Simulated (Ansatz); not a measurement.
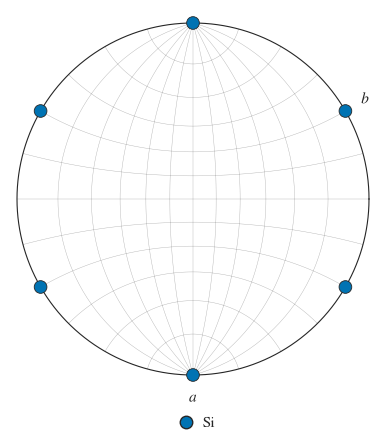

For SiF, the end point of a relaxation with DFT PBE, scalar-relativistic, plane waves, PAW in Ansatz; the starting structure was generated, so it need not be a known form of this composition: directions from one silicon atom at (2/3, 1/3, 5/6) to its bonded neighbours, in stereographic projection down c (filled: above the plane of the page or in it, open: below). Geometry calculated from the standardised cell; symmetry tolerance 0.002 Å.

Neighbours are counted up to 2.86 Å for Si; other elements are left out.

```cif
data_structure
_symmetry_space_group_name_H-M 'P 1'
_symmetry_Int_Tables_number 1
_cell_length_a 2.6772
_cell_length_b 2.6772
_cell_length_c 11.6949
_cell_angle_alpha 90.000
_cell_angle_beta 90.000
_cell_angle_gamma 120.000
_cell_volume 72.59
loop_
_atom_site_label
_atom_site_type_symbol
_atom_site_fract_x
_atom_site_fract_y
_atom_site_fract_z
_atom_site_occupancy
Si1 Si 0.66667 0.33333 0.83333 1
F1 F 0.00000 0.00000 0.00000 1
Si2 Si 0.33333 0.66667 0.16667 1
F2 F 0.66667 0.33333 0.33333 1
Si3 Si 0.00000 0.00000 0.50000 1
F3 F 0.33333 0.66667 0.66667 1
```

**How many neighbours are there, and at what angles?**

6: 6 Si at 2.68 Å. Angles between bonds: 60° (6×), 120° (6×), 180° (3×).

**What is the site's symmetry in the crystal?**

Point group -3m (D3d), order 12: one threefold axis, three twofold axes, three mirror planes, an inversion centre. In R-3m (No. 166, hexagonal axes) this is Wyckoff position 3b.
